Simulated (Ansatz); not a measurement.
The starting structures come from a database of crystals and need not be the phases stable at ambient conditions.

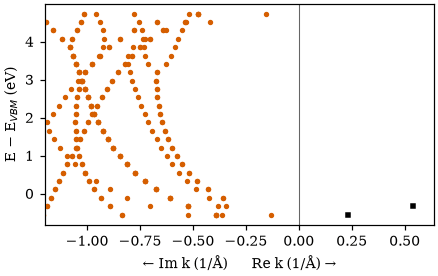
Figure. Complex bands at the centre of the two-dimensional zone; r2SCAN in Ansatz (a program for electronic structure)

No gap correction and no spin-orbit coupling; mid-gap is the computed energy nearest the middle.

**Question.** This is TiTl₂F₆ (P-3m1, 9 atoms a cell, 18.4 Å³ an atom, -4 GPa at this level) along the normal of (001). Read off the slowest decay at the centre of the two-dimensional zone at 2.31 eV, the computed energy nearest the middle of the gap.

**Answer.** κ ≈ 0.66 1/Å, a decay length 1/(2κ) of the density of 0.76 Å.
